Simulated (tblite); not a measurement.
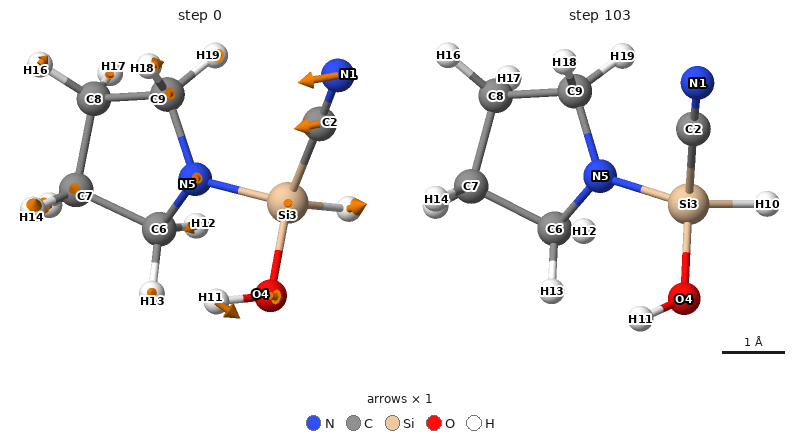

The structure of C5H10N2OSi before (left) and after (right) a relaxation, at one scale. The orange arrows give the displacements, at their true length.

The picture is a ball-and-stick view, seen from a free direction.

All numbers below come from GFN2-xTB geometry optimisation, gas phase in tblite. 

What changed between the two?

Answer. An N atom moves most after the best rigid fit: 0.67 Å. By element the largest moves are N 0.67 Å, H 0.48 Å, C 0.43 Å, O 0.29 Å, Si 0.11 Å. Some distances before and after: H–O 0.980 → 0.954 Å, C–N 1.474 → 1.448 Å, O–Si 1.646 → 1.621 Å, C–N 1.169 → 1.145 Å. Bond angles that change, for instance: N–Si–H 105.9° → 120.3°, C–Si–N 112.6° → 102.7°, Si–O–H 113.2° → 122.4°. Over 103 geometry steps the energy falls by 32.8 kJ/mol. Cost: 2.9 s on 1 thread of Intel(R) Xeon(R) Processor @ 2.50GHz, on a shared host.
